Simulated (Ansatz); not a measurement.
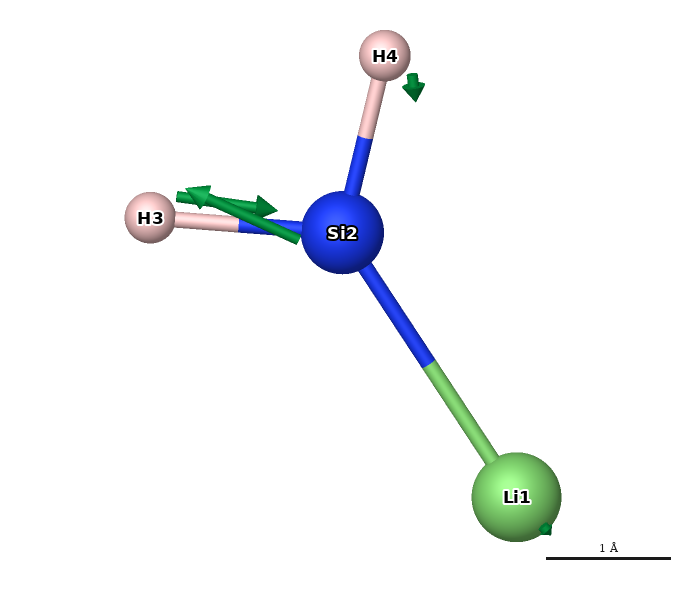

Arrows show the forces on the atoms, 0.8 Å of arrow for 1 eV/Å; forces under a tenth of the largest aren't drawn. State: charge +1, singlet. Level of theory: r2SCAN-D4/def2-TZVPP (Ansatz 0.2.0).

Q: On which atom is the force largest, and how large is it?

A: On Si2: 1.28 eV/Å.

Q: Which bond do the forces act along most?

A: Si2–H3, now 1.564 Å: the forces pull its atoms together, so a first step downhill shortens it.

List the force components in the frame of the picture (x right, y up, z towards the viewer), in eV/Å.

| atom | Fx | Fy | Fz |
| --- | --- | --- | --- |
| Li1 | 0.08 | −0.09 | −0.03 |
| Si2 | −1.15 | 0.52 | 0.18 |
| H3 | 1.03 | −0.15 | −0.06 |
| H4 | 0.04 | −0.29 | −0.09 |
